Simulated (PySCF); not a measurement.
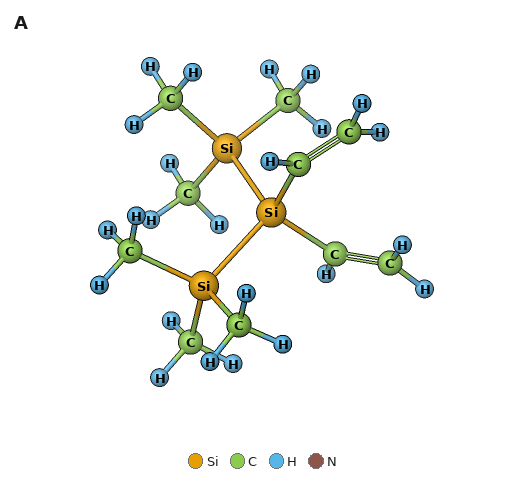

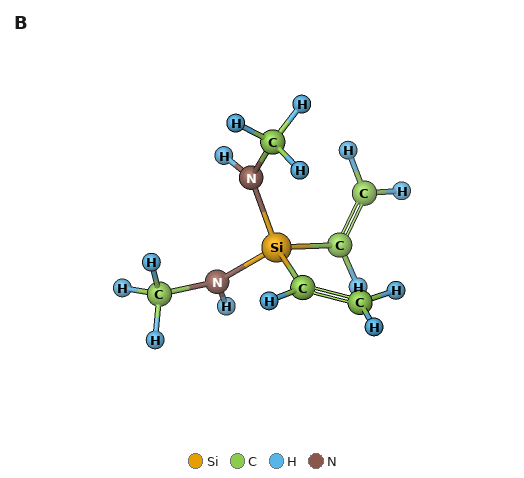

Two related species, optimised with PBE0-D3(BJ)/def2-SVP; properties computed with PySCF 2.14.0. Both: charge 0, singlet.

Question. What are A and B?

Answer. A is Si(vinyl)2(SiMe3)2 (C=C[Si](C=C)([Si](C)(C)C)[Si](C)(C)C), B is Si(vinyl)2(NHMe)2 (C=C[Si](C=C)(NC)NC).

Compare them. With CAM-B3LYP/def2-SVPD: dipole moment (D), HOMO–LUMO gap (eV), HOMO energy (Kohn–Sham orbital) (eV), lowest vertical singlet excitation (eV), mean static polarisability (bohr³).

```tsv
quantity	A	B
dipole moment (D)	0.27	0.34
HOMO–LUMO gap (eV)	8.09	8.69
HOMO energy (Kohn–Sham orbital) (eV)	−7.54	−7.83
lowest vertical singlet excitation (eV)	5.30	5.66
mean static polarisability (bohr³)	205.2	113.7
```

Each is one conformer, and no frequency run is at hand to confirm it as a minimum.
